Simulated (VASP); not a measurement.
Input:

```
Pb
1.0
    0.00000     2.48994     2.48994
    2.48994     0.00000     2.48994
    2.48994     2.48994     0.00000
Pb
1
Direct
  0.00000   0.00000   0.00000
```

The numbers are results of rev-vdW-DF2, VASP's PBE PAW potentials (set 64) (plane waves; VASP), not measurements. Numerical set-up: 520 eV cut-off, 14×14×14 Γ-centred mesh, tetrahedra with Blöchl corrections, potentials Pb_d.

Unless said otherwise, spin-orbit coupling is left out, though it shifts the bands of the heavy elements here.

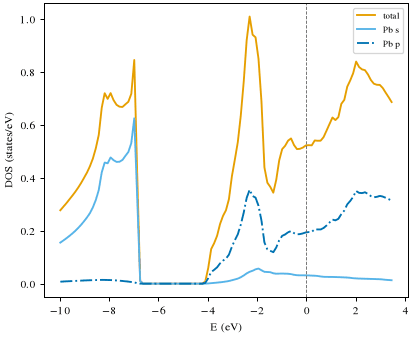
*Total and projected density of states, zero at the Fermi level*

Within 2 eV below the Fermi level the largest weight inside VASP's projection spheres is Pb p, then Pb s.

It has no gap at this level: it comes out as a metal or semimetal.

The compound is Pb in the fcc structure. It was relaxed first.
